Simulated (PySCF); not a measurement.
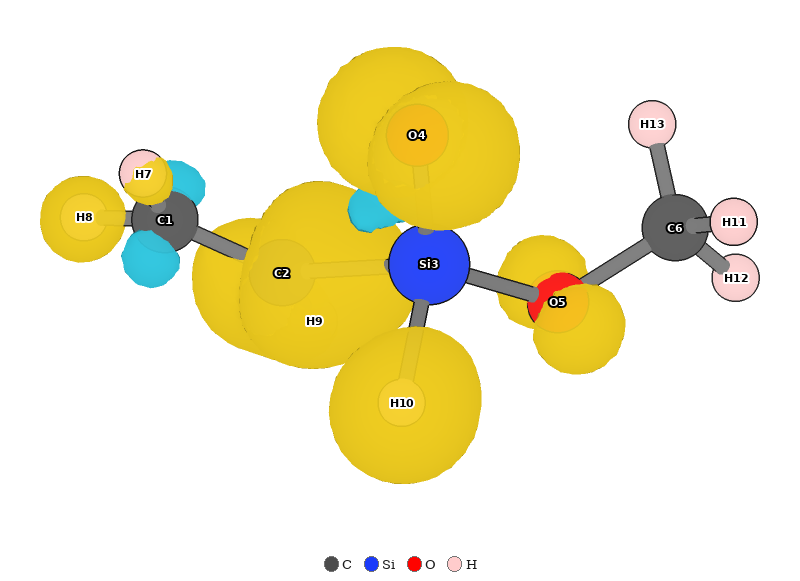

C$_{3}$H$_{7}$O$_{2}$Si (doublet). Isosurfaces of the spin density at +0.02 (yellow) and −0.02 e/Å³ (cyan), seen from one side.

Geometry: GFN2-xTB.

Method: PySCF 2.14.0, density-fitted response routines, UKS B3LYP, pcH-1 on C H O Si, non-relativistic, mean-field spin-orbit, GIAO.

```xyz
13

C    -2.5634   -0.4316   -0.5044
C    -1.3922   -0.7275   -0.0237
Si   -0.1216    0.7373    0.4281
O    -0.3102    1.9137   -0.5185
O     1.2500   -0.1492    0.5472
C     2.4440    0.0310   -0.1358
H    -2.8866    0.5858   -0.6423
H    -3.2648   -1.1985   -0.8118
H    -0.9798   -1.7024    0.1534
H    -0.4827    0.7016    1.8551
H     2.9013    0.9836    0.1453
H     3.1199   -0.7869    0.1222
H     2.2817    0.0437   -1.2163
```

Describe the spin distribution.

Answer. The unpaired spin (1 electron) lies mostly on O4 (about 0.4), C2 (about 0.3), H10 (about 0.1) and Si3 (about 0.1), in electrons by Hirshfeld's partition.
